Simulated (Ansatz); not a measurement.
## Nudged elastic band, with input and output: SiH$_{3}$Cl

SiH$_{3}$Cl, computed with RKS B3LYP/def2-SVP (Ansatz 0.2.0).

It belongs to a series of runs on one base structure; here: band between the two ends. Figures and captions count atoms from 1; the log counts them from 0 in places.

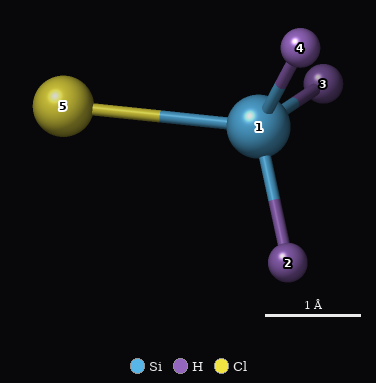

Fig. 1: The starting structure (ball-and-stick view, seen at a tilt; atoms are numbered from 1 in the order of the input).

Input file
```yaml
crystal:
  periodic: [false, false, false]
  atoms:
    - { symbol: Si, position_ang: [0.238212, -0.00726, 0.168572] }
    - { symbol: H, position_ang: [0.231642, -0.029888, 1.655201] }
    - { symbol: H, position_ang: [1.637712, -0.029914, -0.332935] }
    - { symbol: H, position_ang: [-0.457767, 1.210657, -0.32366] }
    - { symbol: Cl, position_ang: [-0.7586, -1.690295, -0.536378] }
basis:
  gaussian: { orbitals: def2-SVP }
hamiltonian:
  xc: b3lyp
neb:
  order_check: false
  images: 9
  f_tol: 0.05
  max_iterations: 60
  final_atoms:
    - { symbol: Si, position_ang: [0.04018121, 0.03757517, -0.9964171] }
    - { symbol: H, position_ang: [1.08383331, 0.17734793, 1.40974898] }
    - { symbol: H, position_ang: [1.63324913, -0.02604533, 0.91503589] }
    - { symbol: H, position_ang: [-0.76435187, 0.96373301, -0.07194854] }
    - { symbol: Cl, position_ang: [-1.10171278, -1.69931078, -0.62561923] }
  initial_path:
    images:
      - { positions_ang: [[0.238212, -0.00726, 0.168572], [0.231642, -0.029888, 1.655201], [1.637712, -0.029914, -0.332935], [-0.457767, 1.210657, -0.32366], [-0.7586, -1.690295, -0.536378]] }
      - { positions_ang: [[0.19053941, -0.00588141, 0.1348367], [0.38516493, -0.02345261, 1.58921822], [1.62667976, -0.02347304, -0.16619141], [-0.50411137, 1.20644884, -0.35641864], [-0.80707373, -1.70034178, -0.57064488]] }
      - { positions_ang: [[0.14286682, -0.00450282, 0.10110141], [0.53868787, -0.01701723, 1.52323545], [1.61564752, -0.01703207, 0.00055219], [-0.55045575, 1.20224068, -0.38917727], [-0.85554746, -1.71038856, -0.60491177]] }
      - { positions_ang: [[0.09519424, -0.00312423, 0.06736611], [0.6922108, -0.01058184, 1.45725267], [1.60461528, -0.01059111, 0.16729578], [-0.59680012, 1.19803252, -0.42193591], [-0.90402119, -1.72043534, -0.63917865]] }
      - { positions_ang: [[0.04752165, -0.00174564, 0.03363081], [0.84573373, -0.00414645, 1.3912699], [1.59358304, -0.00415014, 0.33403938], [-0.6431445, 1.19382436, -0.45469455], [-0.95249492, -1.73048212, -0.67344553]] }
      - { positions_ang: [[-0.00015094, -0.00036705, -0.00010449], [0.99925666, 0.00228894, 1.32528712], [1.5825508, 0.00229082, 0.50078297], [-0.68948887, 1.1896162, -0.48745318], [-1.00096865, -1.7405289, -0.70771242]] }
      - { positions_ang: [[0.00791549, 0.00722139, -0.19936701], [1.01617199, 0.03730073, 1.34217949], [1.59269047, -0.00337641, 0.58363355], [-0.70446147, 1.14443956, -0.40435225], [-1.02111748, -1.73228528, -0.69129378]] }
      - { positions_ang: [[0.01598192, 0.01480984, -0.39862953], [1.03308732, 0.07231253, 1.35907186], [1.60283013, -0.00904364, 0.66648414], [-0.71943407, 1.09926292, -0.32125133], [-1.04126631, -1.72404165, -0.67487514]] }
      - { positions_ang: [[0.02404835, 0.02239828, -0.59789205], [1.05000265, 0.10732433, 1.37596423], [1.6129698, -0.01471087, 0.74933472], [-0.73440667, 1.05408628, -0.2381504], [-1.06141513, -1.71579803, -0.65845651]] }
      - { positions_ang: [[0.03211478, 0.02998673, -0.79715458], [1.06691798, 0.14233613, 1.39285661], [1.62310946, -0.0203781, 0.83218531], [-0.74937927, 1.00890964, -0.15504947], [-1.08156396, -1.7075544, -0.64203787]] }
      - { positions_ang: [[0.04018121, 0.03757517, -0.9964171], [1.08383331, 0.17734793, 1.40974898], [1.63324913, -0.02604533, 0.91503589], [-0.76435187, 0.96373301, -0.07194854], [-1.10171278, -1.69931078, -0.62561923]] }
```

Machine: 1 thread of Intel Xeon (Sapphire Rapids), 192 GiB of memory available, shared host.

Command:
```bash
ansatz run input.yaml --threads 1 --pin off --max-ram 2048MiB --backend cpu --events-out ev --progress --plain --runs-dir out
```

The program's output
```
Engine: ansatz 0.2.0, x86_64-unknown-linux-gnu
Functional definition: B3LYP
  parameter a0 = 0.2
  parameter ax = 0.72
  parameter ac = 0.81
  exchange = (1 - a0 - ax)*slater_x + ax*b88_x + a0*exact_x
  correlation = (1 - ac)*vwn_rpa_c + ac*lyp_c
511 factors; integrals over basis functions are off by at most 1.1e-4 eV
mean field evaluation 1: about -20444.4028 eV, gradient 9.7e0 eV
mean field evaluation 2: about -20444.6210 eV, gradient 5.6e0 eV
mean field evaluation 4: about -20444.6927 eV, gradient 2.3e-1 eV
mean field evaluation 8: about -20444.6933 eV, gradient 7.4e-3 eV
mean field -20444.69333575 eV, -751.3286221779 hartree, gradient 8.4e-6 eV, S^2 0.000000; 0 other end points of the search recorded, 0 dependent functions left out
the calculation of the forces begins
reference -20444.69353436 eV, -751.3286294766 hartree; 17, 17 occupied and 34, 34 virtual orbitals, 511 factors
512 factors; integrals over basis functions are off by at most 1.4e-3 eV
mean field evaluation 16: about -20442.1523 eV, gradient 1.2e1 eV
mean field -20442.58334388 eV, -751.2510814070 hartree, gradient 4.2e-5 eV, S^2 0.000000; 0 other end points of the search recorded, 0 dependent functions left out
[... from here on the field's lines of each further geometry are left out, up to the last ...]
NEB iter   1: max|band force component| = 5.503e0 eV/Å  barrier→ = 4.3855 eV  barrier← = 2.2755 eV  Δτ_max = 0.2000 Å  (247 SCF iters)
NEB iter   2: max|band force component| = 2.839e0 eV/Å  barrier→ = 3.1543 eV  barrier← = 1.0443 eV  Δτ_max = 0.2000 Å  (216 SCF iters)
NEB iter   3: max|band force component| = 3.574e0 eV/Å  barrier→ = 3.1018 eV  barrier← = 0.9918 eV  Δτ_max = 0.0991 Å  (205 SCF iters)
NEB iter   4: max|band force component| = 2.716e0 eV/Å  barrier→ = 2.7712 eV  barrier← = 0.6612 eV  Δτ_max = 0.1841 Å  (196 SCF iters)
NEB iter   5: max|band force component| = 1.271e0 eV/Å  barrier→ = 2.7029 eV  barrier← = 0.5929 eV  Δτ_max = 0.1894 Å  (203 SCF iters)
NEB iter   6: max|band force component| = 1.063e0 eV/Å  barrier→ = 2.7609 eV  barrier← = 0.6509 eV  Δτ_max = 0.1348 Å  (214 SCF iters)
NEB iter   7: max|band force component| = 1.063e0 eV/Å  barrier→ = 2.7852 eV  barrier← = 0.6752 eV  Δτ_max = 0.0311 Å  (205 SCF iters)
NEB iter   8: max|band force component| = 2.931e-1 eV/Å  barrier→ = 2.7733 eV  barrier← = 0.6633 eV  CI = image 5  Δτ_max = 0.0172 Å  (189 SCF iters)
NEB iter   9: max|band force component| = 1.820e-1 eV/Å  barrier→ = 2.7751 eV  barrier← = 0.6651 eV  CI = image 5  Δτ_max = 0.0212 Å  (185 SCF iters)
the calculation of the forces begins
reference -20442.58015580 eV, -751.2509642473 hartree; 17, 17 occupied and 34, 34 virtual orbitals, 512 factors
513 factors; integrals over basis functions are off by at most 1.1e-3 eV
mean field evaluation 736: about -20441.9180 eV, gradient 1.0e-2 eV
mean field -20441.91868488 eV, -751.2266556394 hartree, gradient 2.4e-5 eV, S^2 0.000000; 1 other end points of the search recorded, 0 dependent functions left out
the calculation of the forces begins
reference -20441.91888330 eV, -751.2266629310 hartree; 17, 17 occupied and 34, 34 virtual orbitals, 513 factors
NEB iter  10: max|band force component| = 3.933e-2 eV/Å  barrier→ = 2.7747 eV  barrier← = 0.6647 eV  CI = image 5  Δτ_max = 0.0000 Å  (379 SCF iters)
```

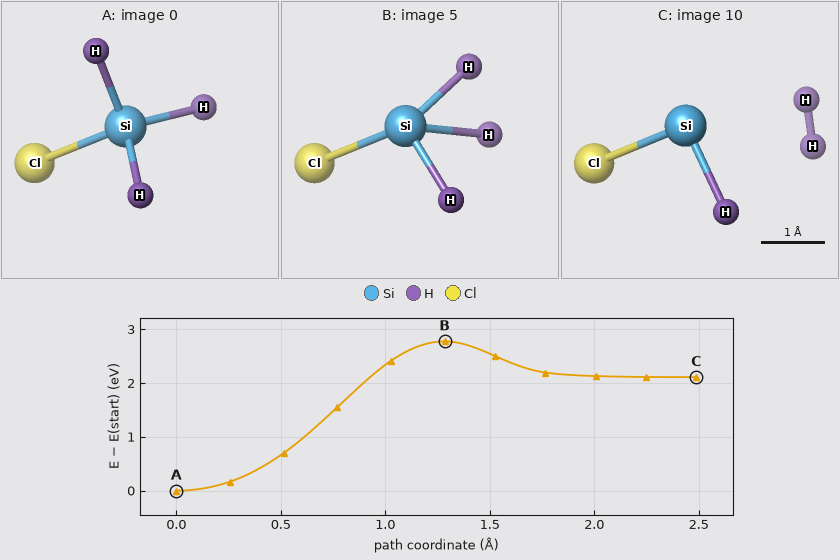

Fig. 2: Images of the last band (counted from 0; ball-and-stick, seen at a tilt) above the energy along the path; the line is a cubic interpolation that uses the forces. The highest image is number 5, 2.775 eV above the start and 0.665 eV above the end (the climbing image); the end lies 2.110 eV above the start. The path is 2.49 Å long. The band converged in 10 iterations.

```
Total energy: -20441.91888330 eV, -751.2266629310 hartree
Atom 0 at     0.264320     0.006682    -0.477996 Å, force    -0.001736     0.034537     0.017235 eV/Å
Atom 1 at     0.570854     0.108431     1.177573 Å, force     0.016596    -0.014087     0.000039 eV/Å
Atom 2 at     1.489495    -0.084476     0.419923 Å, force    -0.015348     0.007970     0.002020 eV/Å
Atom 3 at    -0.554766     1.169763    -0.030243 Å, force     0.009878    -0.021256    -0.020391 eV/Å
Atom 4 at    -0.878704    -1.747099    -0.458456 Å, force    -0.009390    -0.007163     0.001098 eV/Å
Dipole moment:     0.176429     0.222490     0.071392 e Å
this run last wrote the band of iteration 10 to [file]
```

The last band as extended XYZ (Å, eV, eV/Å)
```
5
Properties=species:S:1:pos:R:3:forces:R:3 image=0 energy=-20444.69334
Si    0.2382   -0.0073    0.1686    0.0062  -0.0064   0.0044
H     0.2316   -0.0299    1.6552    0.0000   0.0021   0.0018
H     1.6377   -0.0299   -0.3329    0.0017   0.0021  -0.0006
H    -0.4578    1.2107   -0.3237   -0.0040   0.0029  -0.0028
Cl   -0.7586   -1.6903   -0.5364   -0.0039  -0.0007  -0.0028
5
Properties=species:S:1:pos:R:3:forces:R:3 image=1 energy=-20444.52590
Si    0.2260   -0.0116    0.0866    0.0400   0.0120   0.5848
H     0.3183    0.0146    1.5444   -0.3652  -0.1563   0.6815
H     1.6843   -0.0587   -0.1803   -0.0311   0.0589  -0.7851
H    -0.5356    1.2149   -0.2707    0.1994  -0.0489  -0.4045
Cl   -0.8018   -1.7059   -0.5492    0.1569   0.1343  -0.0766
5
Properties=species:S:1:pos:R:3:forces:R:3 image=2 energy=-20443.99303
Si    0.2195   -0.0141   -0.0243   -0.0438  -0.0450   1.4846
H     0.3796    0.0481    1.4164   -0.7025  -0.2404   1.2254
H     1.6914   -0.0741   -0.0219    0.3833   0.0297  -1.5701
H    -0.5681    1.2246   -0.2036    0.1517   0.0822  -0.8720
Cl   -0.8313   -1.7312   -0.5358    0.2113   0.1734  -0.2679
5
Properties=species:S:1:pos:R:3:forces:R:3 image=3 energy=-20443.14060
Si    0.2264   -0.0111   -0.1612   -0.1943  -0.1460   2.2438
H     0.4343    0.0750    1.3056   -0.9963  -0.2315   1.1256
H     1.6565   -0.0827    0.1359    1.0050  -0.0356  -1.9129
H    -0.5746    1.2185   -0.1372    0.0090   0.3290  -1.0567
Cl   -0.8514   -1.7464   -0.5123    0.1767   0.0841  -0.3998
5
Properties=species:S:1:pos:R:3:forces:R:3 image=4 energy=-20442.27739
Si    0.2448   -0.0033   -0.3185   -0.1533  -0.1297   1.6592
H     0.4940    0.0956    1.2296   -0.8673  -0.1073   0.5662
H     1.5851   -0.0863    0.2837    0.9716  -0.0714  -1.3063
H    -0.5667    1.1979   -0.0785   -0.0398   0.3194  -0.6447
Cl   -0.8659   -1.7505   -0.4854    0.0888  -0.0111  -0.2743
5
Properties=species:S:1:pos:R:3:forces:R:3 image=5 energy=-20441.91869
Si    0.2643    0.0067   -0.4780   -0.0017   0.0345   0.0172
H     0.5709    0.1084    1.1776    0.0166  -0.0141   0.0000
H     1.4895   -0.0845    0.4199   -0.0153   0.0080   0.0020
H    -0.5548    1.1698   -0.0302    0.0099  -0.0213  -0.0204
Cl   -0.8787   -1.7471   -0.4585   -0.0094  -0.0072   0.0011
5
Properties=species:S:1:pos:R:3:forces:R:3 image=6 energy=-20442.19024
Si    0.2613    0.0243   -0.6145   -0.0209   0.1321  -1.0540
H     0.6765    0.1005    1.1353    0.7906  -0.0568  -0.2967
H     1.4019   -0.0716    0.5438   -0.6507   0.1021   0.9553
H    -0.5593    1.1391    0.0031   -0.0392  -0.2345   0.2416
Cl   -0.8892   -1.7389   -0.4370   -0.0798   0.0571   0.1537
5
Properties=species:S:1:pos:R:3:forces:R:3 image=7 energy=-20442.49813
Si    0.2366    0.0503   -0.7739   -0.0881   0.0362  -0.3992
H     0.7618    0.1125    1.1525    0.1935   0.0319   0.0250
H     1.3839   -0.0755    0.6764    0.0026  -0.0081   0.3118
H    -0.5837    1.0762    0.0178   -0.0615  -0.1414   0.0404
Cl   -0.9074   -1.7102   -0.4420   -0.0465   0.0813   0.0221
5
Properties=species:S:1:pos:R:3:forces:R:3 image=8 energy=-20442.56326
Si    0.1661    0.0604   -0.8745   -0.0294  -0.0023  -0.0486
H     0.8669    0.1444    1.2175    0.0464   0.0190   0.0360
H     1.4635   -0.0803    0.7700    0.0442  -0.0013   0.0516
H    -0.6444    1.0211    0.0075   -0.0308  -0.0243  -0.0164
Cl   -0.9610   -1.6923   -0.4896   -0.0304   0.0088  -0.0226
5
Properties=species:S:1:pos:R:3:forces:R:3 image=9 energy=-20442.57996
Si    0.0997    0.0534   -0.9361   -0.0084  -0.0030  -0.0095
H     0.9795    0.1658    1.3055    0.0155   0.0023   0.0122
H     1.5521   -0.0648    0.8441    0.0110   0.0035   0.0121
H    -0.7068    0.9903   -0.0245   -0.0085  -0.0031  -0.0064
Cl   -1.0332   -1.6914   -0.5582   -0.0096   0.0004  -0.0084
5
Properties=species:S:1:pos:R:3:forces:R:3 image=10 energy=-20442.58334
Si    0.0402    0.0376   -0.9964   -0.0044  -0.0057   0.0091
H     1.0838    0.1773    1.4097    0.0063  -0.0035  -0.0138
H     1.6332   -0.0260    0.9150   -0.0022   0.0022   0.0111
H    -0.7644    0.9637   -0.0719   -0.0026   0.0053  -0.0027
Cl   -1.1017   -1.6993   -0.6256    0.0028   0.0017  -0.0037
```

Summary

- outcome: converged
- barrier, forward: 2.775 eV
- barrier, backward: 0.665 eV
- wall time: 74 s
- peak memory: 0.12 GiB

Notes

The order of the saddle point was not checked.
